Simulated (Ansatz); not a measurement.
# CoRu2: what the fields show

The calculation's input:

```
crystal:
  lattice:
    - [2.6845106289, 0.0, 0.0]
    - [-1.3422553144, 2.3248544013, 0.0]
    - [0.0, 0.0, 12.447023849]
  atoms:
    - { symbol: Co, position: [0.3333333333, 0.6666666667, 0.75], spin: 1.5 }
    - { symbol: Co, position: [0.6666666667, 0.3333333333, 0.25], spin: 1.5 }
    - { symbol: Ru, position: [0.3333333333, 0.6666666667, 0.085341526] }
    - { symbol: Ru, position: [0.3333333333, 0.6666666667, 0.414658474] }
    - { symbol: Ru, position: [0.6666666667, 0.3333333333, 0.585341526] }
    - { symbol: Ru, position: [0.6666666667, 0.3333333333, 0.914658474] }
basis:
  ecutwfc: 420
kpoints:
  mp_grid: { grid: [18, 18, 4] }
hamiltonian:
  xc: pbe
scf:
  occupations: { method: gaussian, width: 0.1 }
output:
  forces: true
  stress: true
  eigenvalues: true
  populations: true
  write_density: true
  write_potential: true
  elf: true
  volumetric_format: npy
magnetization:
  spin_polarized: true
relax:
  adjacent_minimum: "off"
  f_tol: 0.01
  max_steps: 80
  cell: { stress_tol: 0.05 }
```

Launched as:

```sh
ansatz run input.yaml --threads 1 --pin off --max-ram 2560MiB --backend cpu --events-out ev --progress --plain --runs-dir out
```

Below, planes, directions and counts refer to the conventional cell (a = 2.68 Å, b = 2.68 Å, c = 12.44 Å, α = 90.00°, β = 90.00°, γ = 120.00°).

The fields are those of the relaxed geometry.

Space group P6₃/mmc; a structure generated by program, which may or may not match a known phase; the SCF solution may not be the lowest one; the program warned that another magnetic order may lie lower; spin-polarised.

These are results of DFT PBE, scalar-relativistic, plane waves, PAW in Ansatz 0.2.0, not measurements.

In a PAW calculation such maps are meaningful between the atoms, not at the nuclei.

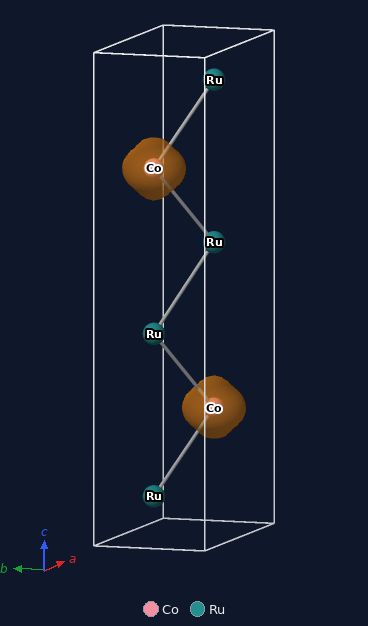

Figure 1. Isosurface of the spin density at +0.15 e/Å³ (orange), seen at an oblique angle. Sticks mark near contacts.

Q: Which atoms carry the moments, and with what signs?

A: The spin density sits on Co: +1.3 μB (×2) in one cell of 6 atoms: parallel main moments (a ferromagnetic arrangement) in this solution. The cell of the calculation (6 atoms) carries 2.3 μB of net spin moment.

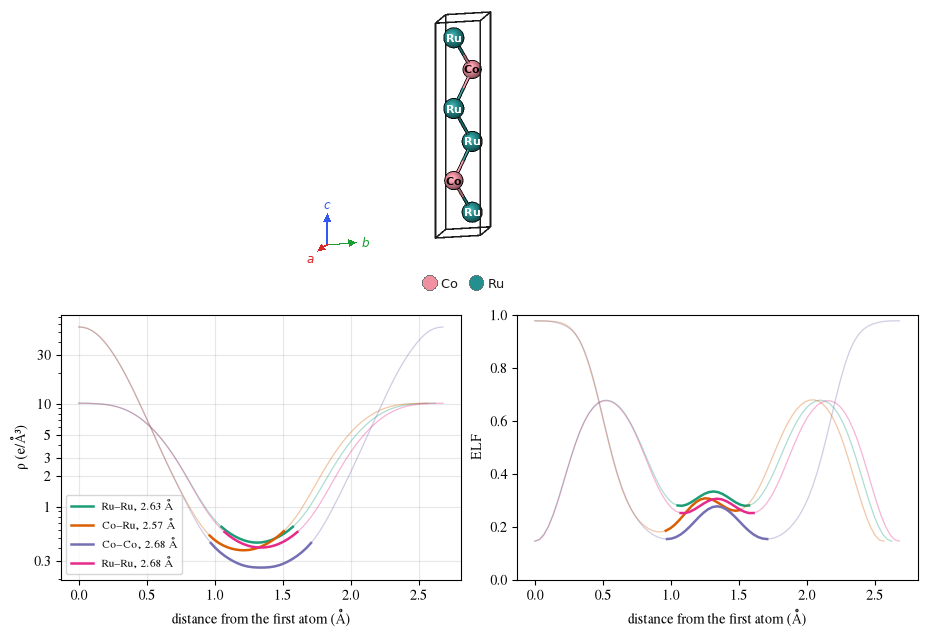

Figure 2. Valence electron density and electron localisation function along straight lines between neighbouring atoms. Thin, pale parts lie inside the atomic spheres. The structure is drawn too.

Q: Compare the contacts.

A: Ru–Ru (2.63 Å): ρ at the midpoint is about 0.45 e/Å³; the ELF is about 0.35 at the midpoint.
Co–Ru (2.57 Å): ρ is about 0.39 e/Å³ halfway; the ELF is about 0.30 at the midpoint.
Co–Co (2.68 Å): ρ is about 0.26 e/Å³ halfway; the ELF is about 0.30 at the midpoint; no localised pair shows between them.
Ru–Ru (2.68 Å): ρ at the midpoint is about 0.4 e/Å³; the ELF is about 0.30 at the midpoint.
